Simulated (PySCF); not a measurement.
```tsv
atom	x (Å)	y (Å)	z (Å)
C	-1.1637	2.1715	-0.5378
C	-1.0733	0.8677	-0.1601
C	-2.2009	0.0096	0.1957
C	-1.7689	-1.2095	0.5170
C	-0.2803	-1.2907	0.4052
C	0.1080	0.0828	-0.0361
C	1.4565	0.5147	-0.2858
C	2.5378	-0.5276	-0.0731
O	1.7424	1.6504	-0.6484
H	-2.1191	2.6639	-0.5980
H	-0.2802	2.7330	-0.7812
H	-3.2198	0.3532	0.1881
H	-2.3669	-2.0500	0.8215
H	0.1798	-1.5623	1.3605
H	0.0266	-2.0558	-0.3148
H	3.5056	-0.0871	-0.2966
H	2.5329	-0.8749	0.9581
H	2.3747	-1.3827	-0.7258
```

Geometry: GFN2-xTB.

These are results of UKS B3LYP, pcH-1 on C H O, non-relativistic, mean-field spin-orbit, GIAO in PySCF, not measurements.

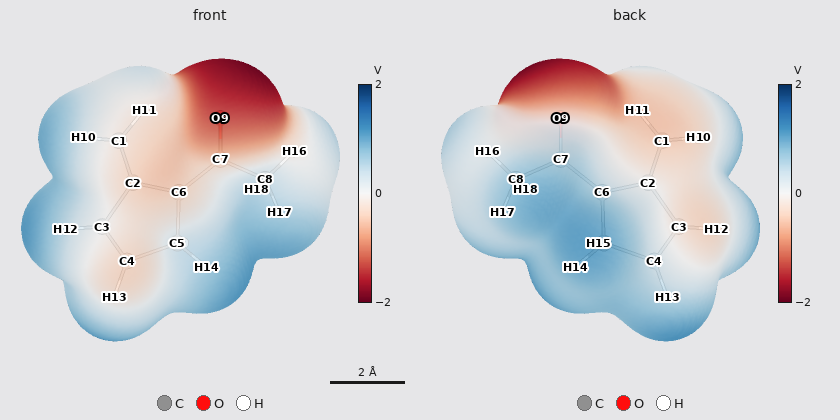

C8H9O (SMILES C=C1C=CC[C]1C(C)=O) (doublet). The molecular electrostatic potential painted on the density surface at 0.002 e/bohr³, seen from the front and from behind; red is negative and blue positive.

### Describe the electrostatic potential map.

The most negative region (about −1.9 V) lies over O9, the most positive (about +1.1 V) over H12, H13, H14 and H15. O9 is the likeliest acceptor of a hydrogen bond.
